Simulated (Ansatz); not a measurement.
## Electronic structure of CH₃GeN (SMILES [CH2][N]=[GeH-]) (charge −1, doublet) in real space

Input

```
crystal:
  periodic: [false, false, false]
  atoms:
    - symbol: C
      position_ang: [-0.931306, 0.154709, 1.678048]
    - symbol: Ge
      position_ang: [-0.375626, -0.711213, -0.947154]
    - symbol: "N"
      position_ang: [-1.283529, -0.673124, 0.776463]
    - symbol: H
      position_ang: [-0.104059, 0.900982, 1.564422]
    - symbol: H
      position_ang: [-1.440464, 0.188409, 2.665969]
    - symbol: H
      position_ang: [-1.290817, -1.922997, -1.530348]
basis:
  gaussian:
    orbitals: def2-TZVPD
total_charge: -1
magnetization:
  spin_polarized: true
  initial_magnetization: 1
hamiltonian:
  xc: {name: PBE0}
output: {forces: true, orbitals: {seedname: orbitals}}
```

Command:

```sh
ansatz run input.yaml --threads 2 --pin off --max-ram 4350MiB --events-out events.jsonl --progress --plain --runs-dir runs
```

Geometry: B3LYP-D3(BJ)/def2-SVPD; the highest occupied orbital lies above zero, a sign that basis and functional describe the outermost electron poorly.

These are results of Ansatz, isolated molecule in a Gaussian basis; Kohn-Sham density functional theory, functional PBE0, not measurements.

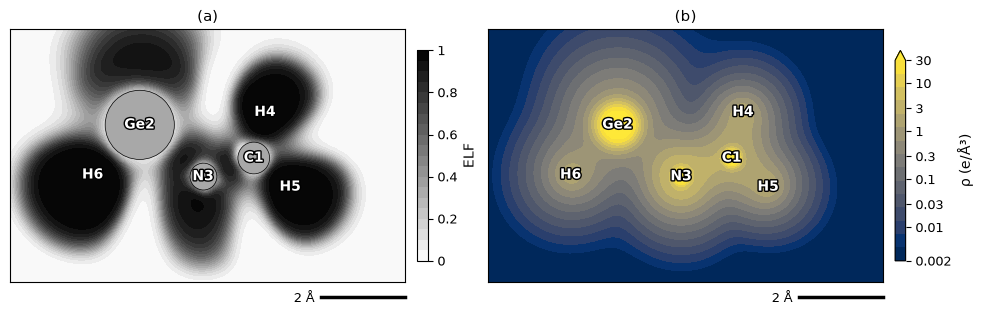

Figure 1. (a) electron localisation function; (b) total electron density on the molecular plane. Grey discs cover the atomic cores in the ELF map.

What do the fields say about this system?

Answer. The plane passes through C, Ge, N and H nuclei.
C–N (1.27 Å): the density is about 2.8 e/Å³ at the midpoint; the ELF peaks at about 0.90 between the atoms (localised, covalent bonding).
Ge–N (1.95 Å): the density is about 0.77 e/Å³ at the midpoint; the ELF peaks at about 0.90 in the valence shell of N, 0.7 Å from its nucleus, and is about 0.50 at the midpoint.
C–H (1.11 Å): ρ at the midpoint is about 1.9 e/Å³; the ELF climbs to about 1 towards the hydrogen, as it does in any bond to H (an ordinary covalent bond to hydrogen).
Ge–H (1.63 Å): ρ at the midpoint is about 0.84 e/Å³; the ELF climbs to about 1 towards the hydrogen.
The ELF also peaks beside N3, away from the bonds: non-bonding electrons, paired or unpaired.

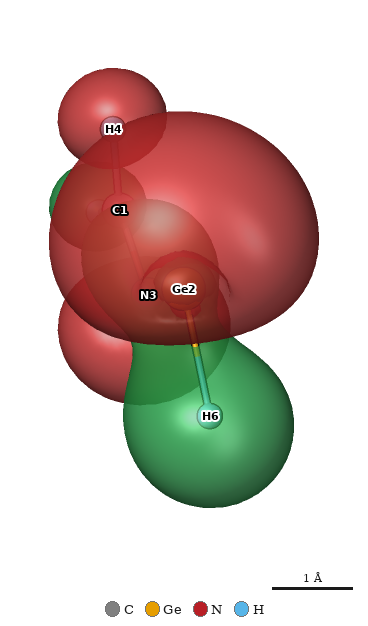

Figure 2. The HOMO (β) at ±0.08 Å⁻³ᐟ² (green and red are the two phases), seen at an oblique angle.

What is the character of this orbital?

Answer. Its weight (Hirshfeld) is mainly on Ge2 (about 55 %), N3 (about 25 %) and H6 (about 10 %); it is symmetric in the molecular plane (an in-plane orbital: σ, lone-pair or in-plane π type). Its energy is −0.38 eV.

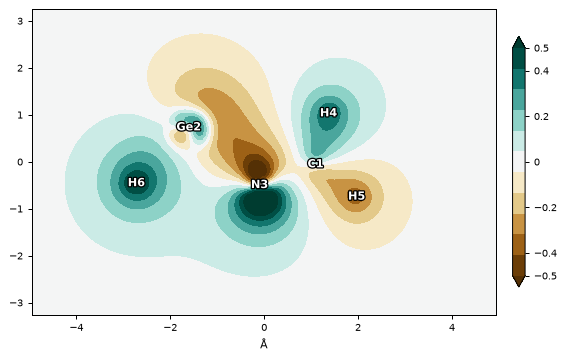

Figure 3. The HOMO−1 (β) on the molecular plane (values in Å⁻³ᐟ²; the overall sign is arbitrary).

Describe this orbital and give its energy.

Answer. It lies mainly on N3 (about 35 %), Ge2 (about 30 %), H6 (about 15 %), C1 (about 10 %) and H4 (about 5 %); it is symmetric in the molecular plane (an in-plane orbital: σ, lone-pair or in-plane π type). Its energy is −2.26 eV.
